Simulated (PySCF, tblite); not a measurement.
# C₃H₅F₂OS radical: geometry, infrared bands and EPR parameters

What infrared bands and EPR parameters should C₃H₅F₂OS radical (`O=[S@@]([CH]CF)CF`) show?

Computed with tblite 0.8.0 and PySCF 2.14.0, with density-fitted response routines of our own, on a single molecule in the gas phase. Atoms are numbered from 0 throughout.

## 1. The starting structure

12 atoms, charge 0, multiplicity 2; geometry from: force field or distance geometry start.

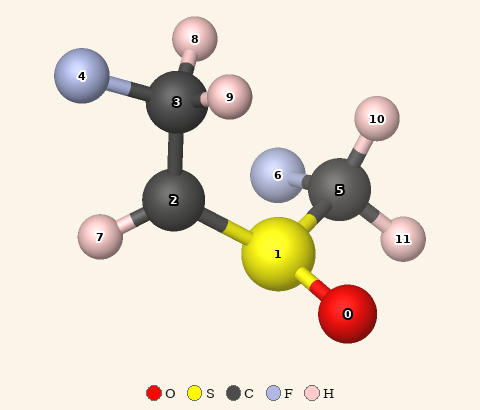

As it starts; oxygen red, sulfur yellow, carbon dark grey, fluorine light blue, hydrogen pink, atoms numbered; sticks join atoms by distance.

## 2. Relaxing the molecule with GFN2-xTB

Job settings and geometry (Å):

```
{"job": {"kind": "relax", "xc": "GFN2-xTB", "basis": "xTB"}, "charge": 0, "multiplicity": 2}
O      0.590400    -1.456800    -1.857100
S      0.595900    -0.214700    -1.012300
C     -0.901500     0.507500    -0.606400
C     -1.694200     0.061200     0.531000
F     -2.868700     0.811800     0.634100
C      1.911100    -0.136200     0.173100
F      2.285800     1.163400     0.483700
H     -1.266400     1.366900    -1.174600
H     -1.167200     0.274500     1.518400
H     -2.015500    -1.014300     0.504600
H      1.714100    -0.754400     1.081200
H      2.817200    -0.609600    -0.301900
```

Started as:

```bash
> OMP_NUM_THREADS=1 python probes_run.py task.json out
```

One launch serves the whole session: the jobs run in the order shown.

Log:

```text
step      E/eV     max force
  0    -695.73269    5.624
  1    -696.39452    4.462
  2    -696.95136    2.039
  3    -697.06388    1.206
  4    -697.13361    0.521
  5    -697.16292    0.694
  6    -697.19126    0.702
  7    -697.22571    0.592
  8    -697.25685    0.596
  9    -697.29243    0.687
 10    -697.33667    0.565
 11    -697.37088    0.519
 12    -697.39225    0.454
 13    -697.41064    0.380
 14    -697.42483    0.307
 15    -697.44172    0.330
 16    -697.45651    0.307
 17    -697.46995    0.364
 18    -697.48453    0.378
 19    -697.50107    0.389
 20    -697.51743    0.357
 21    -697.52891    0.283
 22    -697.53783    0.240
 23    -697.54750    0.281
 24    -697.56056    0.317
 25    -697.56946    0.281
 26    -697.57401    0.163
 27    -697.57649    0.123
 28    -697.57883    0.157
 29    -697.58074    0.158
 30    -697.58249    0.182
 31    -697.58424    0.117
 32    -697.58584    0.118
 33    -697.58718    0.116
 34    -697.58858    0.132
 35    -697.59054    0.133
 36    -697.59347    0.164
 37    -697.59720    0.214
 38    -697.60127    0.237
 39    -697.60537    0.247
 40    -697.60980    0.237
 41    -697.61454    0.236
 42    -697.61992    0.210
 43    -697.62330    0.157
 44    -697.62559    0.157
 45    -697.62720    0.153
 46    -697.63128    0.172
 47    -697.63462    0.164
 48    -697.63853    0.203
 49    -697.64213    0.169
 50    -697.64616    0.176
 51    -697.64891    0.185
 52    -697.65023    0.260
 53    -697.65267    0.147
 54    -697.65540    0.141
 55    -697.65981    0.176
 56    -697.66418    0.211
 57    -697.66804    0.183
 58    -697.67079    0.149
 59    -697.67305    0.148
 60    -697.67476    0.121
 61    -697.67611    0.091
 62    -697.67689    0.071
 63    -697.67746    0.060
 64    -697.67817    0.069
 65    -697.67894    0.061
 66    -697.67937    0.042
 67    -697.67954    0.036
 68    -697.67965    0.029
 69    -697.67979    0.030
 70    -697.67991    0.019
 71    -697.67996    0.019
 72    -697.67999    0.018
 73    -697.68002    0.016
 74    -697.68007    0.018
 75    -697.68012    0.022
 76    -697.68016    0.026
 77    -697.68021    0.025
 78    -697.68030    0.024
 79    -697.68044    0.038
 80    -697.68067    0.061
 81    -697.68102    0.078
 82    -697.68141    0.075
 83    -697.68175    0.045
 84    -697.68194    0.024
 85    -697.68199    0.016
 86    -697.68202    0.013
 87    -697.68203    0.008
```

Run time: 0.48 s. Hardware: 1 thread of Arm Neoverse V1, shared host.

Relaxation path: (not every step is listed)

```tsv
step	energy from step 0 (eV)	largest force (eV/Å)
0	0.0000	5.6241
1	-0.6618	4.4615
2	-1.2187	2.0387
3	-1.3312	1.2063
4	-1.4009	0.5206
5	-1.4302	0.6945
6	-1.4586	0.7020
7	-1.4930	0.5923
8	-1.5242	0.5963
15	-1.7090	0.3303
22	-1.8051	0.2398
29	-1.8480	0.1581
36	-1.8608	0.1639
43	-1.8906	0.1566
50	-1.9135	0.1757
57	-1.9353	0.1831
64	-1.9455	0.0685
71	-1.9473	0.0185
78	-1.9476	0.0244
82	-1.9487	0.0753
83	-1.9491	0.0447
84	-1.9493	0.0244
85	-1.9493	0.0162
86	-1.9493	0.0135
87	-1.9493	0.0081
```

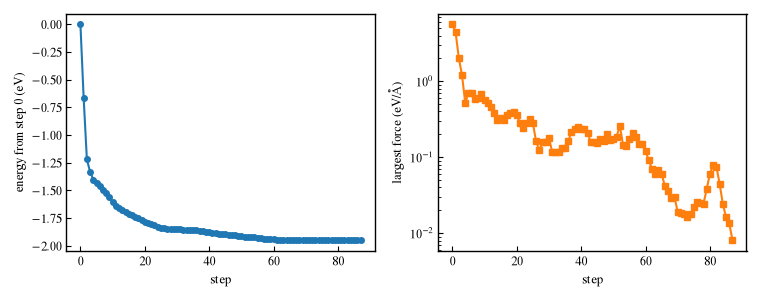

Energy and force, step by step.

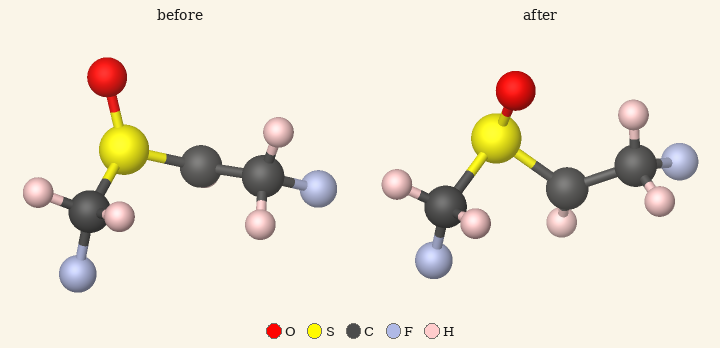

The geometry before (left) and after (right).

Distances of close pairs at the start and the end, largest changes first:

```tsv
bond	before (Å)	after (Å)	change (Å)
S1–C5	1.772	1.913	+0.141
O0–S1	1.502	1.458	-0.044
C3–H8	1.139	1.102	-0.037
C5–H11	1.127	1.091	-0.036
C5–F6	1.388	1.353	-0.035
S1–C2	1.711	1.743	+0.032
C3–H9	1.123	1.097	-0.026
C5–H10	1.116	1.091	-0.025
```

The next job starts from the end point, and lists it.

## 3. Infrared spectrum with GFN2-xTB

Job settings and geometry (Å):

```
{"job": {"kind": "ir", "xc": "GFN2-xTB", "basis": "xTB"}, "charge": 0, "multiplicity": 2}
O      0.182661    -1.743409    -0.896314
S      0.467290    -0.329125    -1.110310
C     -0.615115     0.591077    -0.099949
C     -1.835129    -0.032738     0.430416
F     -2.975411     0.663157     0.082050
C      2.054894    -0.032703    -0.084312
F      2.309986     1.294095    -0.013603
H     -0.589751     1.657391    -0.240967
H     -1.829277    -0.052345     1.532149
H     -1.940899    -1.057738     0.055146
H      1.893043    -0.428748     0.918905
H      2.878907    -0.529600    -0.599237
```

Log:

```text
mode    cm-1     km/mol
  1      49.9      4.27
  2      67.1      6.17
  3      70.1      3.56
  4     147.7     15.90
  5     195.7      8.48
  6     278.7     24.61
  7     311.4      1.39
  8     384.1     11.31
  9     452.6     12.66
 10     536.9     38.76
 11     607.7     25.75
 12     734.8      5.93
 13     799.3     11.56
 14     907.6      8.14
 15     976.3    111.91
 16    1082.3     93.98
 17    1108.8      2.47
 18    1134.8    121.28
 19    1139.0    111.78
 20    1147.2     41.47
 21    1179.5     45.62
 22    1211.8      7.31
 23    1307.0      3.36
 24    1392.6      2.43
 25    1399.0     15.13
 26    2847.2      8.13
 27    2928.9      7.16
 28    2976.6      8.40
 29    2989.9      2.49
 30    3125.3      3.52
```

Wall time 0.31 s (1 thread of Arm Neoverse V1, shared host).

Which atoms move in the most intense modes:

```tsv
cm⁻¹	km/mol	atoms
537	38.8	H7 42 %, C2 28 %, S1 16 %
608	25.8	C5 51 %, S1 31 %
976	111.9	C3 52 %, F4 39 %
1082	94.0	C5 51 %, F6 41 %
1135	121.3	H10 41 %, O0 24 %, S1 12 %, H11 11 %
1139	111.8	H11 27 %, O0 26 %, H10 16 %, S1 14 %
1147	41.5	H9 31 %, C2 25 %, H7 11 %
1180	45.6	H11 44 %, H10 26 %, C5 14 %
```

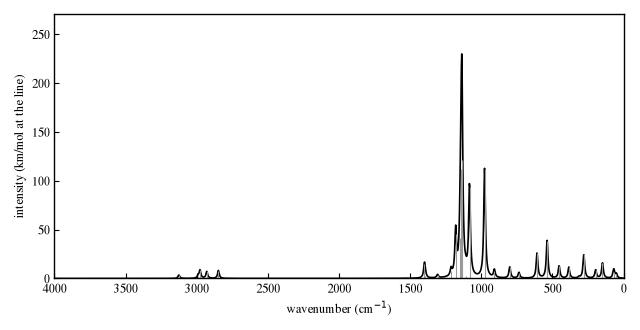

The infrared spectrum from these modes, unscaled. Lines are broadened to a width of 14 cm⁻¹ (Lorentzian).

## 4. g tensor and hyperfine couplings: B3LYP/pcH-1

The job, as its differences from that of step 3:

```diff
@@ -1,2 +1,2 @@
-{"job": {"kind": "ir", "xc": "GFN2-xTB", "basis": "xTB"}, "charge": 0, "multiplicity": 2}
+{"job": {"kind": "epr", "basis": "pcH-1"}, "charge": 0, "multiplicity": 2}
 O      0.182661    -1.743409    -0.896314
```

Method: UKS B3LYP, pcH-1 on C F H O S, non-relativistic, mean-field spin-orbit, GIAO.

Log:

```text
UKS, coarse grid
  cycle   1  E = -790.09198335  |g| = 8.08e-01
  cycle   2  E = -788.39663705  |g| = 2.06e+00
  cycle   3  E = -790.23404600  |g| = 4.26e-01
  cycle   4  E = -790.30875456  |g| = 1.16e-01
  cycle   5  E = -790.31320782  |g| = 3.16e-02
  cycle   6  E = -790.31358715  |g| = 1.57e-02
  cycle   7  E = -790.31370539  |g| = 3.95e-03
  cycle   8  E = -790.31371946  |g| = 2.51e-03
  cycle   9  E = -790.31372358  |g| = 1.19e-03
  cycle  10  E = -790.31372539  |g| = 4.11e-04
UKS, final grid
  cycle   1  E = -790.31374232  |g| = 7.38e-04
  cycle   2  E = -790.31374167  |g| = 1.55e-03
  cycle   3  E = -790.31374252  |g| = 1.19e-04
  cycle   4  E = -790.31374253  |g| = 3.89e-05
  cycle   5  E = -790.31374253  |g| = 1.90e-05
E = -790.31374253 Eh   <S^2> = 0.7568 (exact 0.7500)
g shifts (ppm)      1          2          3
  rmc          -161       -161       -161
  gc             75         13         48
  oz_so        -854         69       1803
  total        -940        -78       1690
hyperfine (MHz)  atom isotope    a_iso     a_fc   dipolar eigenvalues
    0   17O      -1.16      -1.14     -7.46      0.37      7.08
    1   33S      23.49      23.57    -13.49     -4.20     17.69
    2   13C      99.88      99.82    -70.58    -69.67    140.25
    3   13C     -20.87     -20.86     -2.62      0.30      2.31
    4   19F     116.88     116.29    -55.04    -49.20    104.24
    5   13C     100.20     100.22    -11.48    -10.44     21.92
    6   19F      12.24      12.13    -19.50     -8.31     27.80
    7    1H     -49.90     -49.94    -32.29     -1.98     34.27
    8    1H     112.35     112.36     -6.64     -1.63      8.27
    9    1H      31.64      31.64     -4.82     -3.96      8.78
   10    1H      -2.47      -2.48     -6.50     -0.31      6.81
   11    1H       4.44       4.44     -5.59     -2.04      7.63
```

Run time: 59 s. Hardware: 1 thread of Arm Neoverse V1, shared host; peak memory 0.89 GiB.

Principal g values 2.00138, 2.00224, 2.00401; g(iso) = 2.00254, against 2.00232 for a free electron.

Hyperfine couplings, nucleus by nucleus at this fixed geometry (no averaging over rotations):

```tsv
nuclei	isotope	a(iso) (MHz)	a(iso) (G, at g = 2.0023)	largest dipolar term (MHz)
F4	19F	116.9	41.7	104.2
H8	1H	112.4	40.1	8.3
C5	13C	100.2	35.8	21.9
C2	13C	99.9	35.6	140.3
H7	1H	-49.9	-17.8	34.3
H9	1H	31.6	11.3	8.8
S1	33S	23.5	8.4	17.7
C3	13C	-20.9	-7.4	-2.6
F6	19F	12.2	4.4	27.8
H11	1H	4.4	1.6	7.6
H10	1H	-2.5	-0.9	6.8
O0	17O	-1.2	-0.4	-7.5
```

Mulliken spin populations:

```tsv
atom	value (e)
O0	0.00
S1	0.02
C2	0.87
C3	-0.05
F4	0.02
C5	0.09
F6	0.00
H7	-0.03
H8	0.04
H9	0.01
H10	0.01
H11	0.01
```

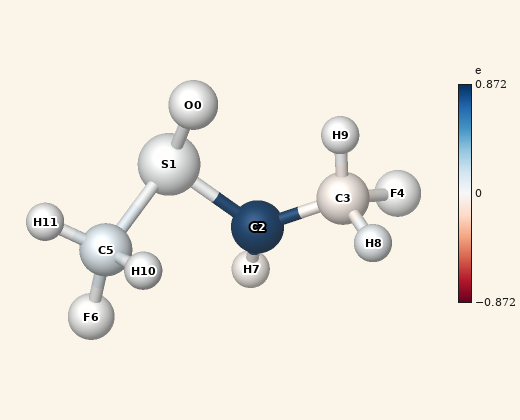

Mulliken spin populations, as colours on the atoms.

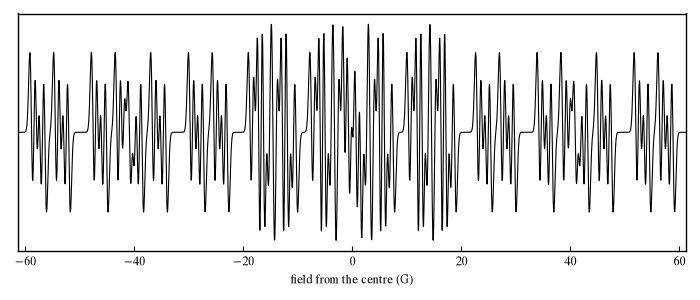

First-order isotropic spectrum (first derivative, main isotopes with spin only, couplings over 0.8 MHz, Gaussian width 0.3 G; couplings of the frozen geometry, rotation of groups not averaged beyond the rows shown).

Orbitals, density, ELF and potential are computed afterwards from the orbital file.

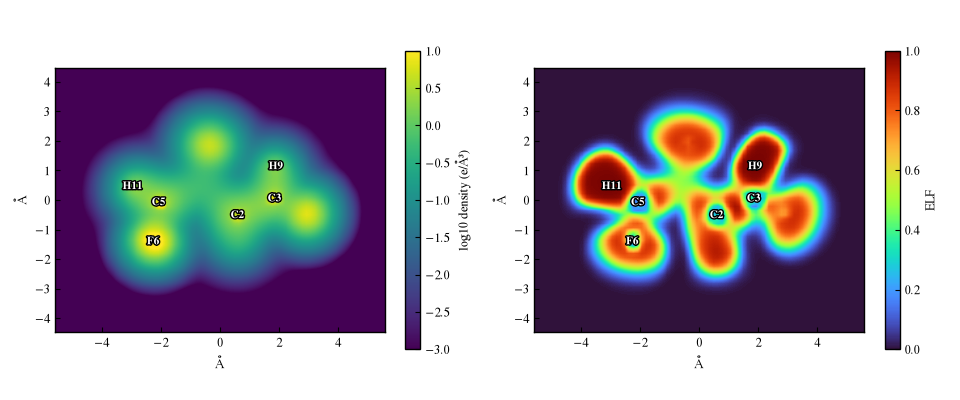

Density (left) and ELF (right) in a plane through or near 6 of the atoms.

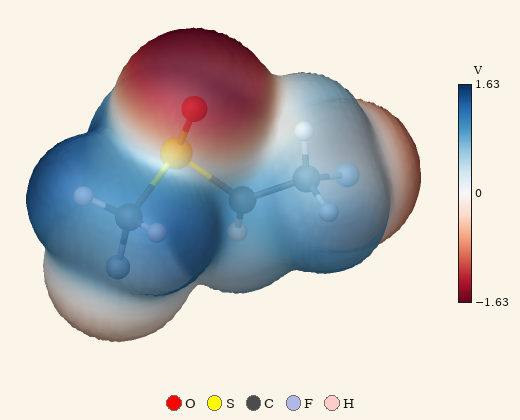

The potential that a unit positive charge feels on the 0.002 e/bohr³ surface, from -1.63 V near O0 to 1.45 V near H11.

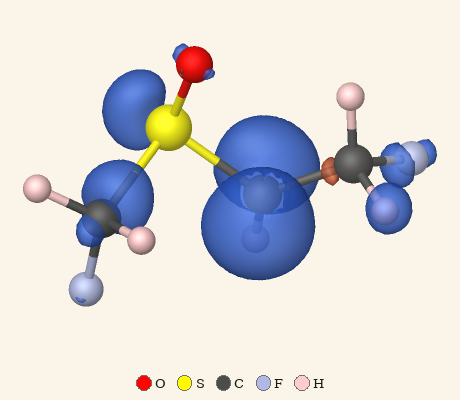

Spin density at ±0.04 e/Å³ (alpha excess blue, beta excess red).

## 5. What came out

| quantity | value |
| --- | --- |
| strongest single infrared mode (GFN2-xTB) | 1135 cm⁻¹, 121 km/mol |
| zero-point energy (GFN2-xTB) | 47.9 kcal/mol |
| g(iso) (B3LYP) | 2.00254 |
| ⟨S²⟩ | 0.757 (exact 0.75) |
| largest a(iso) | 19F on F4, 116.9 MHz |
| potential on the surface of density 0.002 e/bohr³, 1st and 99th percentile | -1.63 V and 1.45 V |

**Reading.** Over 87 steps the energy fell by 1.949 eV; of the close pairs, S1–C5 changed most, 1.772 to 1.913 Å. No mode is imaginary among the 30: a minimum at this level. The strongest single mode, at 1135 cm⁻¹, is carried by H10, O0, S1, H11. GFN2-xTB is a fitted tight-binding method: band positions and strengths are rough. Its intensities can rank the bands wrongly. Most of the unpaired spin sits on C2 (0.87 e). The isotropic g lies 0.2 ppt above the free-electron value. These values are for one conformer; the search (at its own cheap level) found 2 more, at 0.01, 2.08 kcal/mol (those within 0.05 may be mirror or relabelled copies), and measured spectra average over such forms.
